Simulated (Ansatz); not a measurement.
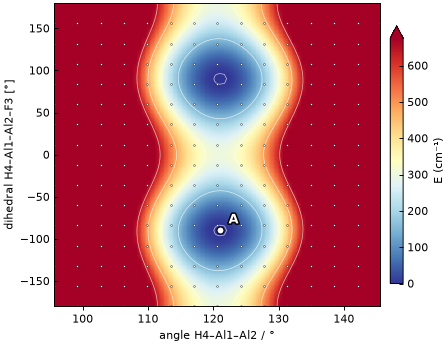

Al2FH3, SMILES [F][AlH][AlH2]. Coordinates scanned: (1) angle H4–Al1–Al2; (2) dihedral H4–Al1–Al2–F3. Nothing is relaxed (all other coordinates rigid). The scan uses a 15 × 15 grid; 120 points were computed and 105 follow by symmetry. All energies are given in cm⁻¹ relative to the lowest grid point. Method: RKS PBE0-D4/def2-TZVP (Ansatz 0.2.0).

The picture shows a smooth colour map with a few white contour lines, dots at the grid points, one colour for all values above the top of the scale, the well A. Between grid points the surface is interpolated.

Estimate the position of the minimum and the force constants in these coordinates. Take the well at A.

The interpolated minimum is at angle H4–Al1–Al2 ≈ 121.1°, dihedral H4–Al1–Al2–F3 ≈ −90°. The curvatures there are about 3.2 eV/rad² and 0.074 eV/rad², with a cross term of about 0 eV/rad². Round the minimum the two coordinates are nearly uncoupled. (1 eV is 8066 cm⁻¹.)
